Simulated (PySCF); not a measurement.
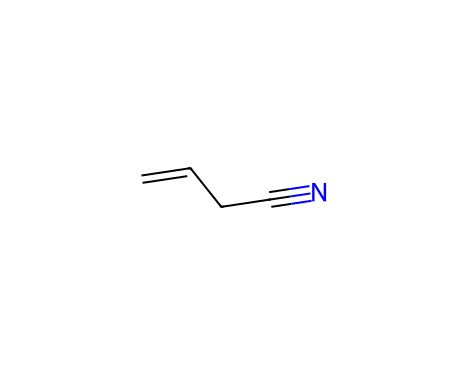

The drawing above gives the connectivity. Computed geometry: PBE0-D3(BJ)/def2-SVP optimisation. No frequency run is at hand to confirm it as a minimum.

Describe the 3D structure.

Formula C₄H₅N. SMILES: `C=CCC#N`. It has no ring. Among its groups: nitrile, alkene. The point group is C1. Coordination: 2 C trigonal planar; 1 C tetrahedral; 1 C linear.

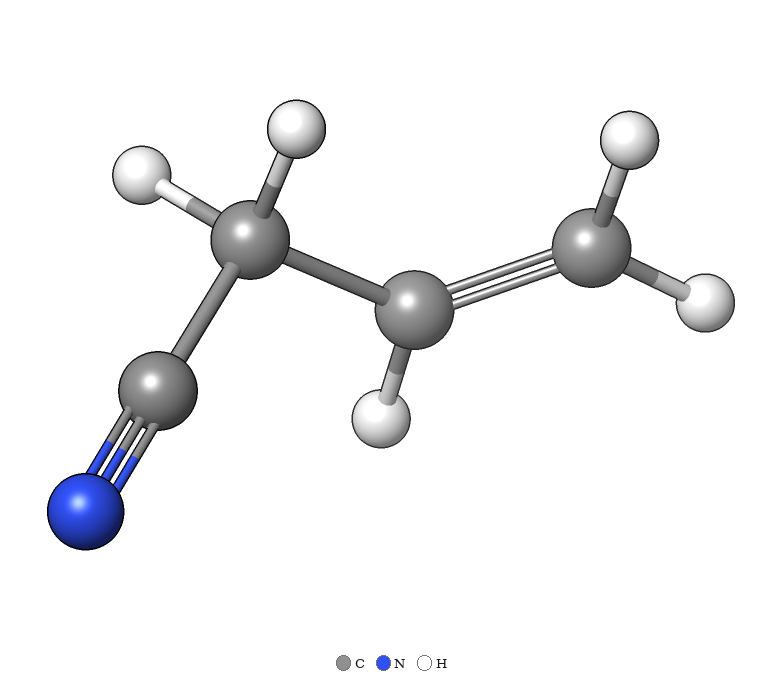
